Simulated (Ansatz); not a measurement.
# GaH3O2: what the fields show

```yaml
atoms:
  - { symbol: Ga, position_ang: [0.0409, -0.1687, 0.1496] }
  - { symbol: H, position_ang: [-0.1290, 0.2190, 1.6433] }
  - { symbol: O, position_ang: [1.6652, -0.2932, -0.5761] }
  - { symbol: H, position_ang: [1.6527, -0.5446, -1.5095] }
  - { symbol: O, position_ang: [-1.2734, -0.5314, -1.0139] }
  - { symbol: H, position_ang: [-2.1663, -0.4797, -0.6499] }
```

The calculation used RKS B3LYP-D4/def2-SVP in Ansatz.

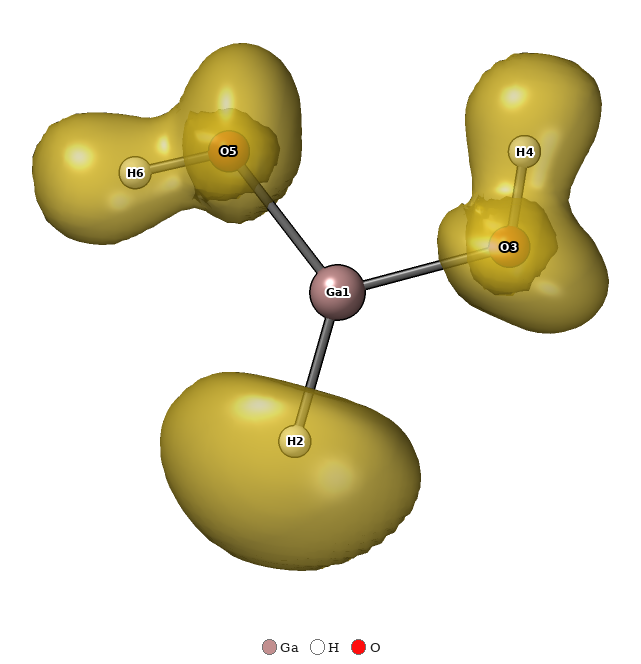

Figure 1. Isosurface of the electron localisation function at 0.75 (yellow), seen across its widest extent. Only the valence region is drawn (cores and ρ < 0.01 e/Å³ removed).

### Identify the bonds, lone pairs and shells in this picture.

At this value the surface marks out one region around a hydrogen nucleus and two joined regions spread over several atoms (H, O), in which their bonds and any lone pairs are merged.


Ga–O (1.78 Å): the ELF peaks at about 0.85 in the valence shell of O, 0.6 Å from its nucleus, and is about 0.25 at the midpoint. O–H (0.97 Å): the ELF climbs to about 1 towards the hydrogen, as it does in any bond to H; an ordinary covalent bond to hydrogen.

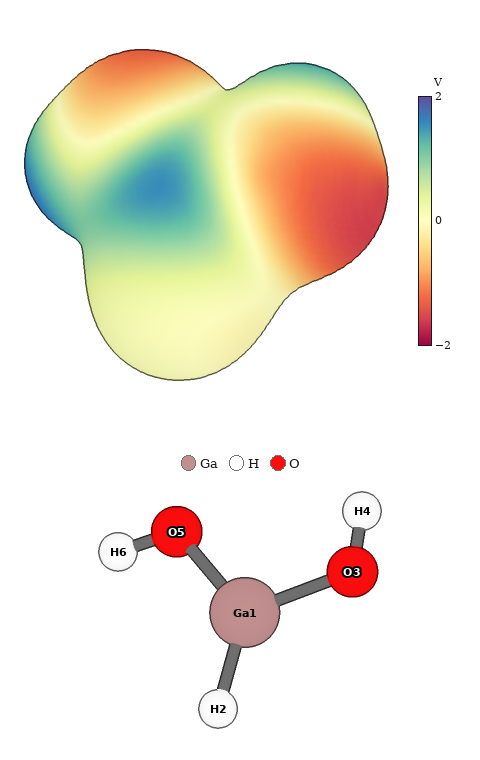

Figure 2. The molecular electrostatic potential painted on the density surface at 0.001 e/bohr³, seen at a tilt; red is negative and blue positive. The bare structure is drawn below in the same view.

### Which sites attract a positive test charge, and which a negative one?

A positive charge is drawn to the negative regions and a negative charge to the positive ones. The most negative region (about −1.6 V, or −37 kcal/mol for a unit charge) lies over O3, the most positive (about +1.8 V, or +42 kcal/mol for a unit charge) over H6. O3 is the likeliest acceptor of a hydrogen bond.

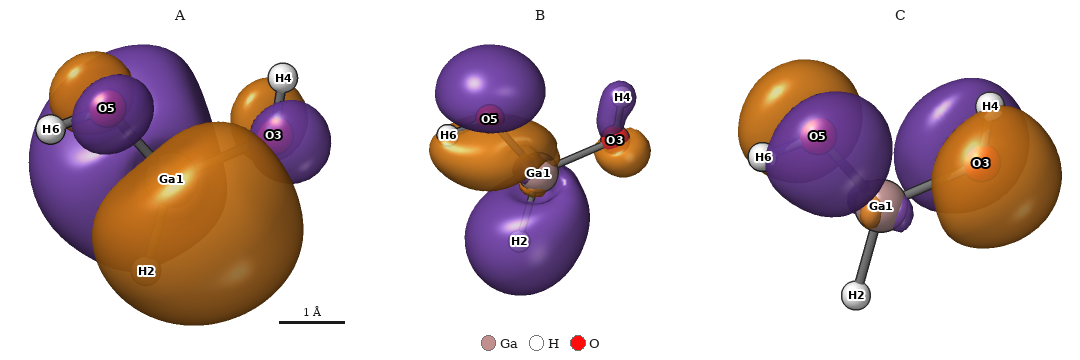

Figure 3. Three frontier orbitals at ±0.08 Å⁻³ᐟ² (orange and purple are the two phases), in no order.

### Order the three orbitals by energy and name them.

B is the HOMO−1 (−8.61 eV). It lies mainly on O5 (about 60 %), H2 (about 20 %) and Ga1 (about 20 %); it is symmetric in the molecular plane (an in-plane orbital: σ, lone-pair or in-plane π type). C is the HOMO (−8.05 eV). By Hirshfeld shares it lies mainly on O3 (about 50 %), O5 (about 35 %) and Ga1 (about 5 %); it changes sign across the molecular plane (π type). A is the LUMO (−0.61 eV). It lies mainly on Ga1 (about 75 %), O3 (about 10 %), O5 (about 10 %) and H2 (about 5 %); it changes sign across the molecular plane (π type).

### What is the HOMO–LUMO gap?

7.44 eV between the orbital energies.

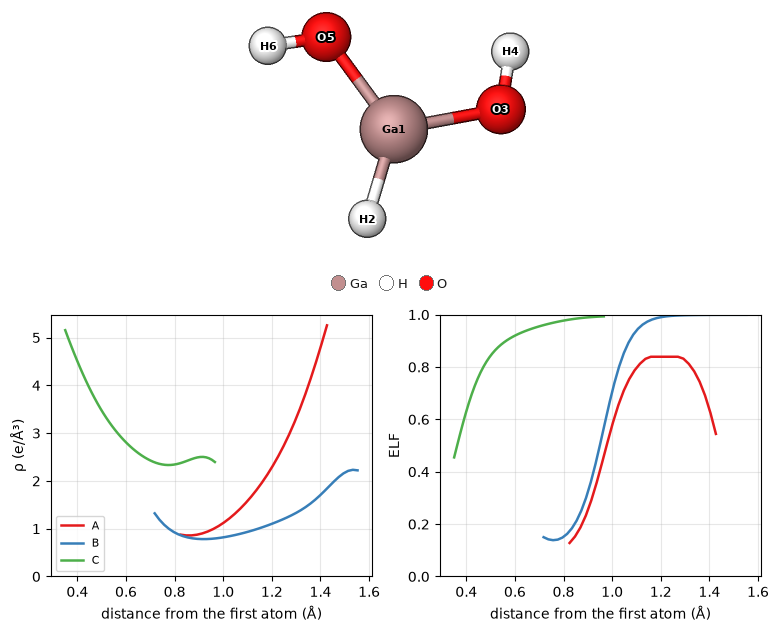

Figure 4. Electron density and electron localisation function along straight lines between neighbouring atoms. The curves leave out the atomic cores. The structure is drawn too.

### Which curve belongs to which contact (Ga–H, Ga–O and O–H)? The first atom named is at distance zero.

Curve A: Ga–O (1.78 Å): ρ is about 0.87 e/Å³ halfway; the ELF peaks at about 0.85 in the valence shell of O, 0.6 Å from its nucleus, and is about 0.25 at the midpoint. Curve B: Ga–H (1.55 Å): ρ is about 1 e/Å³ halfway; the ELF climbs to about 1 towards the hydrogen. Curve C: O–H (0.97 Å): ρ at the midpoint is about 3.6 e/Å³; the ELF climbs to about 1 towards the hydrogen; a covalent bond by its length.
